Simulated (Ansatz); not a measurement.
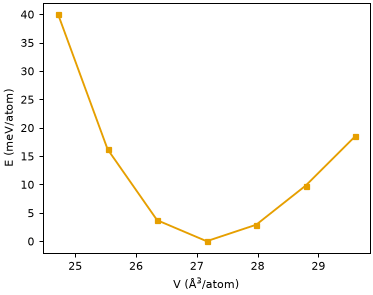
*Bi2Se3 in space group R-3m (No. 166; Bi on 6c, Se on 3a, Se on 6c) under volume change, LDA (plane waves, PAW; program Ansatz), shape and atoms relaxed at each volume.*

Task: What does a third-order Birch–Murnaghan fit give for V₀, B₀ and B′?

Result: V₀ = 27.18 Å³/atom, B₀ = 37.9 GPa, B′ = 11.9.

The LDA relaxation kept the symmetry of its start. A crystal of weakly bound layers computed without a dispersion correction: the cell and the soft elastic constants depend strongly on that. Scalar-relativistic: spin–orbit coupling is off unless named, which matters more the heavier the elements.

Potentials: the later of the program's two PAW sets.
